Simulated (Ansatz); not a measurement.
Geometry optimisation.

Program: Ansatz.

```
crystal:
  lattice:
    - [4.4002560857, 0.0, 0.0]
    - [0.0, 4.4002560857, 0.0]
    - [0.0, 0.0, 6.498745405]
  atoms:
    - { symbol: Cd, position: [0.0, 0.0, 0.0] }
    - { symbol: Sb, position: [0.0, 0.5, 0.2673258375] }
    - { symbol: Si, position: [0.5, 0.5, 0.5] }
    - { symbol: Sb, position: [0.5, 0.0, 0.7326741625] }
kpoints:
  mp_grid: { grid: [6, 6, 4] }
hamiltonian:
  xc: lda
scf:
  occupations: { method: fermi_dirac, width: 0.02 }
relax:
  f_tol: 0.005
  cell: {}
```

Q: How does the optimisation go?

A: The optimisation met its thresholds at geometry 5, counting the start as the first. The energy fell by about 29 meV/atom from the first step to the last. The largest force component goes from about 0.16 eV/Å at the start to 2.6 × 10⁻⁴ eV/Å at the end, with a peak of 0.43 eV/Å at step 2. The volume shrinks from 31.5 to 29.1 Å³ per atom (−7 %), overshooting to 27.8 at step 2, as the pressure goes from −3.5 GPa to about 0 GPa.

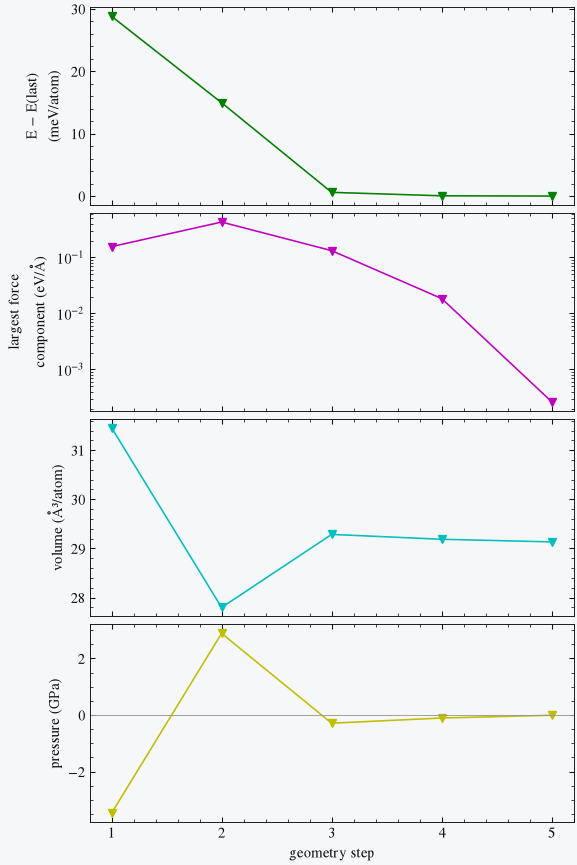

History of the run, step by step. Atoms and cell relax. A closing SCF on a freshly chosen basis isn't drawn.
